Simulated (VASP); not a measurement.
Band structure of AgCl (rock salt). Computed with vdW-DF2, VASP's PBE PAW potentials (set 64) (plane waves; VASP 6.6.1).

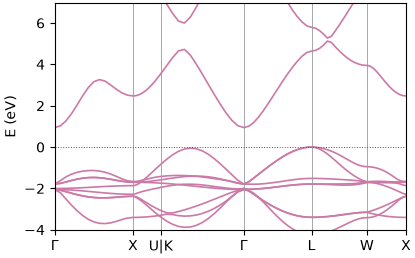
*Bands along high-symmetry lines, zero at the valence-band maximum or, without a gap, the Fermi level*

Question: Read the plot: is there a gap, and where are the band edges?

Answer: The gap is indirect, 0.94 eV, from the valence maximum at L to the conduction minimum at Γ. (Edges off the drawn lines would not show.)

The compound is AgCl in the rock salt structure. It was relaxed first, which changed the volume by +12 %.
